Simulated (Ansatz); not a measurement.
## Molecular dynamics, with input and output: LaAl2Ru2B (part 2 of 2)

Continued. System: LaAl2Ru2B (disordered cell, 6 atoms in the cell). Method: DFT with PBE, PAW plane waves, no spin polarisation (Ansatz 0.2.0); cutoff 420 eV, 3×4×3 k-mesh, Fermi–Dirac smearing of 0.05 eV. The structure is a generated disordered packing, not a quenched model of a glass.

Geometry of the input (Å; fractional positions):
```
5.2246  0.2580  -0.0347
-0.2975  3.9639  1.2034
0.1680  0.0531  5.4604
La 0.1339  0.9623  0.5404
B  0.2282  0.2656  0.0300
Al 0.4268  0.5830  0.2558
Al 0.6704  0.1300  0.1804
Ru 0.9562  0.6663  0.1114
Ru 0.6362  0.2584  0.6913
```

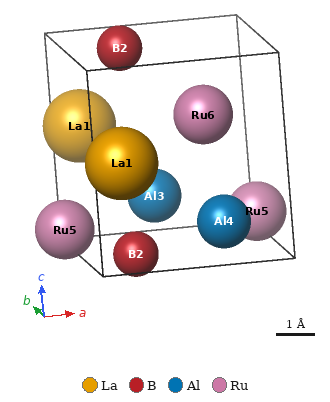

The geometry at step 10 of the log (spheres-only view of the cell of the calculation, seen slightly off an axis; atoms are numbered from 1 in the order of the input).

Output, continued
```
--- Forces (eV/Å), atoms counted from 1 ---
  atom   1  La    -0.39691614    -1.11396528     2.34271199
  atom   2  B     -0.20798311    -0.38789972    -0.59081245
  atom   3  Al     0.42238277    -0.18427179    -0.95985689
  atom   4  Al     0.50805408     1.37281416    -0.01932238
  atom   5  Ru    -0.01929712    -0.51392806    -0.54009543
  atom   6  Ru    -0.30623707     0.82726024    -0.23261396
  max |Σ_I F_I| component: 1.09e-5 eV/Å
--- MD trajectory: 20 steps, t = 0.0 → 20.0 fs ---
  final state: T = 792.9 K   F+E_penalty+E_count = -19236.44759270 eV   E_kin = 0.512432 eV
  conserved energy: peak-to-peak 1.332e-4 eV (2.219e-5 eV/atom) over 20.0 fs
```

Trajectory as extended XYZ (Å, eV, eV/Å), 21 frames, from step=0 to step=20
```
6
Lattice="5.2246 0.2580 -0.0347 -0.2975 3.9639 1.2034 0.1680 0.0531 5.4604" Properties=species:S:1:pos:R:3:forces:R:3 step=0 time_fs=0.0 energy=-19236.32306 temperature=600.0
La    0.5043    3.8776    4.1043   -0.6133  -0.9609   2.3976
B     1.1182    1.1132    0.4754   -0.0820  -0.1254  -0.3428
Al    2.0994    2.4346    2.0835   -0.0007   0.4421  -0.8124
Al    3.4941    0.6979    1.1185    0.8320   0.2048  -0.4559
Ru    4.8163    2.8939    1.3768    0.2626  -0.4003  -0.4319
Ru    3.3632    1.2252    4.0635   -0.3987   0.8396  -0.3546
6
Lattice="5.2246 0.2580 -0.0347 -0.2975 3.9639 1.2034 0.1680 0.0531 5.4604" Properties=species:S:1:pos:R:3:forces:R:3 step=1 time_fs=1.0 energy=-19236.31976 temperature=594.9
La    0.5055    3.8806    4.1061   -0.6201  -0.9784   2.4244
B     1.1205    1.1095    0.4830   -0.0941  -0.1375  -0.3737
Al    2.0943    2.4364    2.0820    0.0362   0.3844  -0.8379
Al    3.4936    0.6894    1.1210    0.8167   0.3096  -0.4301
Ru    4.8159    2.8933    1.3772    0.2511  -0.4183  -0.4380
Ru    3.3633    1.2240    4.0596   -0.3898   0.8403  -0.3447
6
Lattice="5.2246 0.2580 -0.0347 -0.2975 3.9639 1.2034 0.1680 0.0531 5.4604" Properties=species:S:1:pos:R:3:forces:R:3 step=2 time_fs=2.0 energy=-19236.31660 temperature=590.0
La    0.5065    3.8835    4.1080   -0.6252  -0.9949   2.4492
B     1.1226    1.1056    0.4903   -0.1058  -0.1502  -0.4039
Al    2.0892    2.4383    2.0803    0.0715   0.3269  -0.8619
Al    3.4934    0.6810    1.1235    0.8013   0.4128  -0.4035
Ru    4.8156    2.8926    1.3775    0.2396  -0.4355  -0.4443
Ru    3.3634    1.2229    4.0556   -0.3814   0.8408  -0.3356
6
Lattice="5.2246 0.2580 -0.0347 -0.2975 3.9639 1.2034 0.1680 0.0531 5.4604" Properties=species:S:1:pos:R:3:forces:R:3 step=3 time_fs=3.0 energy=-19236.31367 temperature=585.5
La    0.5076    3.8863    4.1102   -0.6285  -1.0104   2.4716
B     1.1247    1.1015    0.4972   -0.1170  -0.1634  -0.4332
Al    2.0842    2.4404    2.0782    0.1050   0.2705  -0.8841
Al    3.4934    0.6727    1.1257    0.7860   0.5139  -0.3764
Ru    4.8152    2.8919    1.3777    0.2281  -0.4517  -0.4508
Ru    3.3634    1.2218    4.0516   -0.3737   0.8412  -0.3270
6
Lattice="5.2246 0.2580 -0.0347 -0.2975 3.9639 1.2034 0.1680 0.0531 5.4604" Properties=species:S:1:pos:R:3:forces:R:3 step=4 time_fs=4.0 energy=-19236.31111 temperature=581.6
La    0.5086    3.8890    4.1125   -0.6299  -1.0249   2.4914
B     1.1267    1.0974    0.5037   -0.1277  -0.1772  -0.4614
Al    2.0791    2.4425    2.0759    0.1367   0.2156  -0.9045
Al    3.4937    0.6646    1.1279    0.7709   0.6120  -0.3491
Ru    4.8149    2.8911    1.3780    0.2166  -0.4670  -0.4574
Ru    3.3634    1.2208    4.0476   -0.3665   0.8414  -0.3191
6
Lattice="5.2246 0.2580 -0.0347 -0.2975 3.9639 1.2034 0.1680 0.0531 5.4604" Properties=species:S:1:pos:R:3:forces:R:3 step=5 time_fs=5.0 energy=-19236.30906 temperature=578.4
La    0.5096    3.8917    4.1150   -0.6294  -1.0384   2.5086
B     1.1285    1.0930    0.5099   -0.1378  -0.1913  -0.4883
Al    2.0742    2.4447    2.0732    0.1663   0.1627  -0.9229
Al    3.4943    0.6567    1.1299    0.7559   0.7066  -0.3217
Ru    4.8145    2.8903    1.3782    0.2048  -0.4812  -0.4641
Ru    3.3634    1.2199    4.0435   -0.3598   0.8416  -0.3116
6
Lattice="5.2246 0.2580 -0.0347 -0.2975 3.9639 1.2034 0.1680 0.0531 5.4604" Properties=species:S:1:pos:R:3:forces:R:3 step=6 time_fs=6.0 energy=-19236.30770 temperature=576.3
La    0.5105    3.8943    4.1176   -0.6270  -1.0509   2.5227
B     1.1303    1.0885    0.5155   -0.1474  -0.2058  -0.5136
Al    2.0693    2.4470    2.0701    0.1939   0.1124  -0.9393
Al    3.4952    0.6491    1.1318    0.7411   0.7970  -0.2944
Ru    4.8142    2.8895    1.3783    0.1929  -0.4943  -0.4709
Ru    3.3634    1.2191    4.0394   -0.3535   0.8416  -0.3046
6
Lattice="5.2246 0.2580 -0.0347 -0.2975 3.9639 1.2034 0.1680 0.0531 5.4604" Properties=species:S:1:pos:R:3:forces:R:3 step=7 time_fs=7.0 energy=-19236.30719 temperature=575.5
La    0.5113    3.8968    4.1204   -0.6225  -1.0624   2.5338
B     1.1319    1.0838    0.5207   -0.1563  -0.2205  -0.5370
Al    2.0644    2.4493    2.0668    0.2196   0.0651  -0.9536
Al    3.4963    0.6417    1.1336    0.7264   0.8826  -0.2676
Ru    4.8140    2.8886    1.3784    0.1806  -0.5062  -0.4778
Ru    3.3633    1.2184    4.0353   -0.3477   0.8415  -0.2979
6
Lattice="5.2246 0.2580 -0.0347 -0.2975 3.9639 1.2034 0.1680 0.0531 5.4604" Properties=species:S:1:pos:R:3:forces:R:3 step=8 time_fs=8.0 energy=-19236.30772 temperature=576.4
La    0.5122    3.8993    4.1235   -0.6161  -1.0729   2.5416
B     1.1333    1.0789    0.5255   -0.1645  -0.2353  -0.5583
Al    2.0596    2.4516    2.0631    0.2433   0.0211  -0.9658
Al    3.4977    0.6347    1.1352    0.7117   0.9628  -0.2413
Ru    4.8137    2.8877    1.3784    0.1680  -0.5169  -0.4846
Ru    3.3631    1.2177    4.0311   -0.3423   0.8413  -0.2916
6
Lattice="5.2246 0.2580 -0.0347 -0.2975 3.9639 1.2034 0.1680 0.0531 5.4604" Properties=species:S:1:pos:R:3:forces:R:3 step=9 time_fs=9.0 energy=-19236.30947 temperature=579.1
La    0.5130    3.9016    4.1266   -0.6078  -1.0823   2.5460
B     1.1347    1.0739    0.5297   -0.1721  -0.2502  -0.5774
Al    2.0550    2.4540    2.0590    0.2651  -0.0193  -0.9759
Al    3.4994    0.6280    1.1369    0.6971   1.0371  -0.2157
Ru    4.8134    2.8867    1.3784    0.1550  -0.5262  -0.4914
Ru    3.3630    1.2171    4.0270   -0.3374   0.8409  -0.2856
6
Lattice="5.2246 0.2580 -0.0347 -0.2975 3.9639 1.2034 0.1680 0.0531 5.4604" Properties=species:S:1:pos:R:3:forces:R:3 step=10 time_fs=10.0 energy=-19236.31262 temperature=584.0
La    0.5137    3.9039    4.1300   -0.5974  -1.0906   2.5468
B     1.1358    1.0685    0.5334   -0.1789  -0.2651  -0.5939
Al    2.0504    2.4563    2.0546    0.2852  -0.0557  -0.9840
Al    3.5013    0.6217    1.1384    0.6823   1.1051  -0.1910
Ru    4.8132    2.8857    1.3784    0.1416  -0.5342  -0.4980
Ru    3.3628    1.2166    4.0228   -0.3328   0.8405  -0.2799
6
Lattice="5.2246 0.2580 -0.0347 -0.2975 3.9639 1.2034 0.1680 0.0531 5.4604" Properties=species:S:1:pos:R:3:forces:R:3 step=11 time_fs=11.0 energy=-19236.31733 temperature=591.3
La    0.5144    3.9062    4.1335   -0.5851  -1.0979   2.5439
B     1.1368    1.0630    0.5366   -0.1850  -0.2799  -0.6077
Al    2.0459    2.4586    2.0499    0.3037  -0.0879  -0.9900
Al    3.5034    0.6158    1.1398    0.6673   1.1663  -0.1673
Ru    4.8130    2.8846    1.3783    0.1278  -0.5406  -0.5044
Ru    3.3625    1.2162    4.0185   -0.3286   0.8399  -0.2744
6
Lattice="5.2246 0.2580 -0.0347 -0.2975 3.9639 1.2034 0.1680 0.0531 5.4604" Properties=species:S:1:pos:R:3:forces:R:3 step=12 time_fs=12.0 energy=-19236.32376 temperature=601.3
La    0.5151    3.9083    4.1372   -0.5709  -1.1041   2.5372
B     1.1377    1.0572    0.5393   -0.1904  -0.2943  -0.6187
Al    2.0415    2.4609    2.0448    0.3207  -0.1158  -0.9941
Al    3.5058    0.6103    1.1412    0.6520   1.2204  -0.1448
Ru    4.8128    2.8834    1.3782    0.1134  -0.5454  -0.5106
Ru    3.3623    1.2159    4.0143   -0.3248   0.8392  -0.2691
6
Lattice="5.2246 0.2580 -0.0347 -0.2975 3.9639 1.2034 0.1680 0.0531 5.4604" Properties=species:S:1:pos:R:3:forces:R:3 step=13 time_fs=13.0 energy=-19236.33204 temperature=614.1
La    0.5157    3.9104    4.1411   -0.5549  -1.1093   2.5268
B     1.1383    1.0511    0.5414   -0.1950  -0.3084  -0.6266
Al    2.0372    2.4631    2.0393    0.3364  -0.1393  -0.9961
Al    3.5084    0.6052    1.1426    0.6363   1.2671  -0.1236
Ru    4.8126    2.8822    1.3780    0.0985  -0.5486  -0.5164
Ru    3.3620    1.2156    4.0100   -0.3214   0.8384  -0.2640
6
Lattice="5.2246 0.2580 -0.0347 -0.2975 3.9639 1.2034 0.1680 0.0531 5.4604" Properties=species:S:1:pos:R:3:forces:R:3 step=14 time_fs=14.0 energy=-19236.34229 temperature=630.0
La    0.5163    3.9124    4.1452   -0.5370  -1.1133   2.5124
B     1.1388    1.0448    0.5429   -0.1989  -0.3220  -0.6314
Al    2.0331    2.4653    2.0335    0.3510  -0.1583  -0.9963
Al    3.5112    0.6006    1.1439    0.6200   1.3061  -0.1037
Ru    4.8124    2.8810    1.3777    0.0831  -0.5499  -0.5218
Ru    3.3617    1.2155    4.0057   -0.3182   0.8374  -0.2591
6
Lattice="5.2246 0.2580 -0.0347 -0.2975 3.9639 1.2034 0.1680 0.0531 5.4604" Properties=species:S:1:pos:R:3:forces:R:3 step=15 time_fs=15.0 energy=-19236.35458 temperature=649.0
La    0.5168    3.9143    4.1494   -0.5174  -1.1162   2.4940
B     1.1391    1.0381    0.5439   -0.2021  -0.3351  -0.6330
Al    2.0291    2.4674    2.0274    0.3646  -0.1729  -0.9946
Al    3.5143    0.5965    1.1452    0.6032   1.3372  -0.0854
Ru    4.8122    2.8797    1.3775    0.0672  -0.5493  -0.5266
Ru    3.3613    1.2154    4.0013   -0.3154   0.8363  -0.2543
6
Lattice="5.2246 0.2580 -0.0347 -0.2975 3.9639 1.2034 0.1680 0.0531 5.4604" Properties=species:S:1:pos:R:3:forces:R:3 step=16 time_fs=16.0 energy=-19236.36898 temperature=671.3
La    0.5173    3.9162    4.1538   -0.4962  -1.1180   2.4717
B     1.1393    1.0312    0.5443   -0.2046  -0.3474  -0.6313
Al    2.0252    2.4695    2.0208    0.3774  -0.1832  -0.9911
Al    3.5176    0.5928    1.1464    0.5856   1.3604  -0.0687
Ru    4.8120    2.8783    1.3771    0.0507  -0.5468  -0.5309
Ru    3.3609    1.2153    3.9970   -0.3130   0.8350  -0.2497
6
Lattice="5.2246 0.2580 -0.0347 -0.2975 3.9639 1.2034 0.1680 0.0531 5.4604" Properties=species:S:1:pos:R:3:forces:R:3 step=17 time_fs=17.0 energy=-19236.38550 temperature=696.8
La    0.5178    3.9179    4.1584   -0.4735  -1.1187   2.4453
B     1.1392    1.0240    0.5442   -0.2064  -0.3590  -0.6262
Al    2.0214    2.4715    2.0140    0.3895  -0.1892  -0.9858
Al    3.5211    0.5896    1.1476    0.5674   1.3755  -0.0537
Ru    4.8119    2.8769    1.3767    0.0338  -0.5420  -0.5344
Ru    3.3605    1.2154    3.9926   -0.3108   0.8334  -0.2452
6
Lattice="5.2246 0.2580 -0.0347 -0.2975 3.9639 1.2034 0.1680 0.0531 5.4604" Properties=species:S:1:pos:R:3:forces:R:3 step=18 time_fs=18.0 energy=-19236.40415 temperature=725.7
La    0.5182    3.9196    4.1632   -0.4492  -1.1182   2.4150
B     1.1390    1.0164    0.5435   -0.2075  -0.3696  -0.6177
Al    2.0178    2.4735    2.0067    0.4010  -0.1913  -0.9788
Al    3.5247    0.5869    1.1488    0.5483   1.3825  -0.0404
Ru    4.8117    2.8755    1.3763    0.0165  -0.5351  -0.5372
Ru    3.3601    1.2156    3.9882   -0.3090   0.8316  -0.2409
6
Lattice="5.2246 0.2580 -0.0347 -0.2975 3.9639 1.2034 0.1680 0.0531 5.4604" Properties=species:S:1:pos:R:3:forces:R:3 step=19 time_fs=19.0 energy=-19236.42487 temperature=757.7
La    0.5187    3.9212    4.1681   -0.4237  -1.1166   2.3808
B     1.1386    1.0085    0.5422   -0.2080  -0.3793  -0.6059
Al    2.0144    2.4753    1.9991    0.4119  -0.1895  -0.9702
Al    3.5286    0.5847    1.1500    0.5286   1.3816  -0.0289
Ru    4.8115    2.8740    1.3758   -0.0013  -0.5257  -0.5391
Ru    3.3596    1.2158    3.9838   -0.3075   0.8296  -0.2367
6
Lattice="5.2246 0.2580 -0.0347 -0.2975 3.9639 1.2034 0.1680 0.0531 5.4604" Properties=species:S:1:pos:R:3:forces:R:3 step=20 time_fs=20.0 energy=-19236.44759 temperature=792.9
La    0.5190    3.9228    4.1732   -0.3969  -1.1140   2.3427
B     1.1380    1.0003    0.5404   -0.2080  -0.3879  -0.5908
Al    2.0110    2.4771    1.9912    0.4224  -0.1843  -0.9599
Al    3.5327    0.5830    1.1512    0.5081   1.3728  -0.0193
Ru    4.8114    2.8724    1.3753   -0.0193  -0.5139  -0.5401
Ru    3.3591    1.2161    3.9793   -0.3062   0.8273  -0.2326
```

Summary

```csv
quantity,value
outcome,finished
mean temperature over the second half,665 K
trajectory,"20 steps, 20 fs"
ensemble,nve
temperature in the input,600.0 K
time step,1.0 fs
electrons treated,52
potential energy (free energy of the electrons) (last step),−19236.4476 eV
Fermi energy (last step),11.148 eV
largest force (length of the vector) (last step),2.624 eV/Å
wall time,89 s (CPU time 2.9 min)
peak memory,0.49 GiB
```

Remarks

So short a trajectory is not equilibrated.
